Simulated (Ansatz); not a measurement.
# A computed series for WC: response to strain

Consider WC (space group P-6m2, No. 187; a = 2.923 Å, c = 2.846 Å; relaxed with 0.1 eV smearing).

Strains are applied to the cell and any free atomic positions relax.

The values are results of Ansatz (a program for electronic structure) PBE, spin-orbit coupling left out, earlier PAW set, not measurements.

Notes on the quantities. pressure: mean of the normal stresses, compression positive.

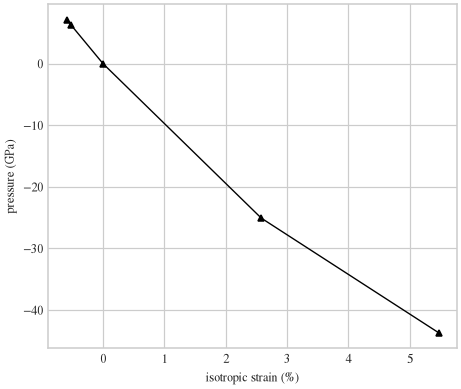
Fig. 1. Pressure against isotropic strain

```
isotropic strain (%)   pressure
--------------------  ---------
-0.59                   7.1 GPa
-0.52                   6.3 GPa
2.58                  -25.1 GPa
5.47                  -43.7 GPa
```

No phonon test of stability was made. The final runs are not spin-polarised.
